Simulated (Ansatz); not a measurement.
## Electronic structure of HOSi₂ (charge +1) in real space

Input file:

```
crystal:
  periodic: [false, false, false]
  atoms:
    - symbol: O
      position_ang: [-0.418219, -0.360977, -0.253931]
    - symbol: Si
      position_ang: [0.379937, 0.840836, 0.763455]
    - symbol: Si
      position_ang: [-1.303809, -1.265962, -1.165254]
    - symbol: H
      position_ang: [1.592701, -0.055666, 0.928611]
basis:
  gaussian: {orbitals: def2-TZVPD}
total_charge: 1
output: {forces: true, orbitals: {seedname: orbitals}}
hamiltonian: {xc: pbe0}
```

Launched as:

```sh
ansatz run input.yaml --threads 2 --pin off --max-ram 4350MiB --events-out events.jsonl --progress --plain --runs-dir runs
```

Geometry: r2SCAN-D4/def2-TZVP.

Method: isolated molecule in a Gaussian basis; Kohn-Sham density functional theory, functional PBE0 (Ansatz).

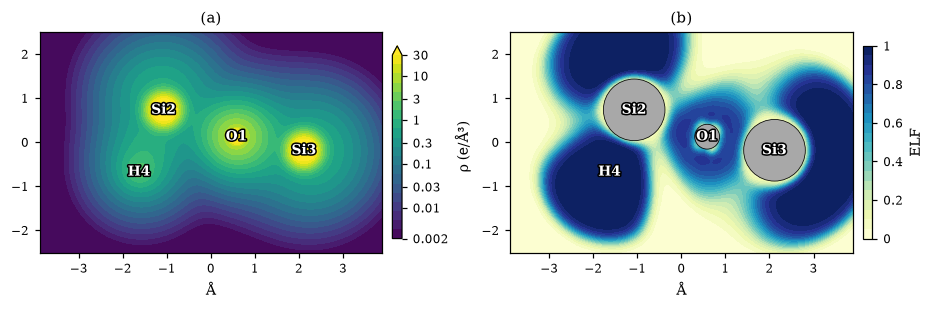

Figure 1. (a) electron density; (b) ELF on the molecular plane. Grey discs cover the atomic cores in the ELF map.

Describe what can be read from this map.

- The plane passes through O, Si and H nuclei.
- Si–O (1.56 Å): ρ is about 1.4 e/Å³ halfway; the ELF peaks at about 0.85 between the atoms (a short, strongly polar bond).
- Si–H (1.52 Å): the density is about 0.82 e/Å³ at the midpoint; the ELF climbs to about 1 towards the hydrogen, as it does in any bond to H.
- Si–O (1.77 Å): ρ is about 0.84 e/Å³ halfway; the ELF peaks at about 0.85 between the atoms (a shared but strongly polarised pair).
- The ELF also peaks beside Si3, O1 and Si2, away from the bonds: lone-pair regions.

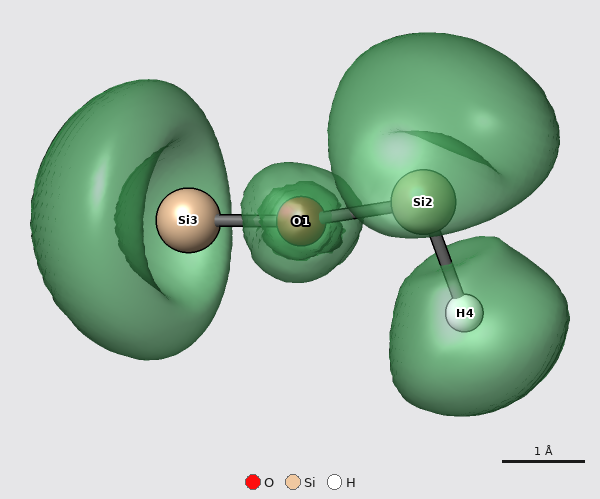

Figure 2. Isosurface of the electron localisation function at 0.8 (green), seen at a tilt. Only the valence region is drawn (cores and ρ < 0.01 e/Å³ removed).

Describe the localisation domains.

At this value the surface marks out one region around a hydrogen nucleus, two lobes on Si, pointing away from the bonds (lone pairs) and one region wrapped around O (its lone pairs, merged into a ring or cap).

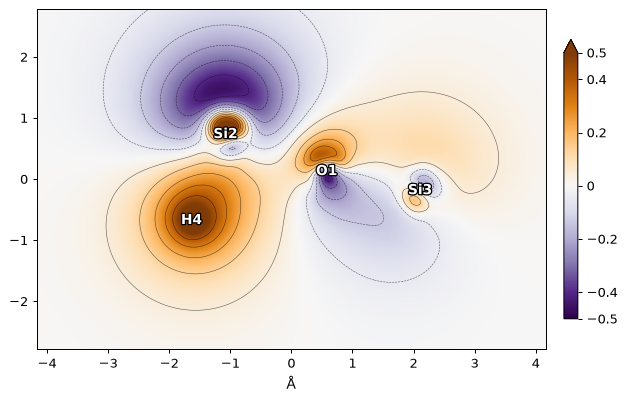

Figure 3. The HOMO on the molecular plane (values in Å⁻³ᐟ²; the overall sign is arbitrary).

Where does this orbital lie, and at what energy?

It lies mainly on Si2 (about 70 %) and H4 (about 20 %); it is symmetric in the molecular plane (an in-plane orbital: σ, lone-pair or in-plane π type). Its energy is −11.88 eV.
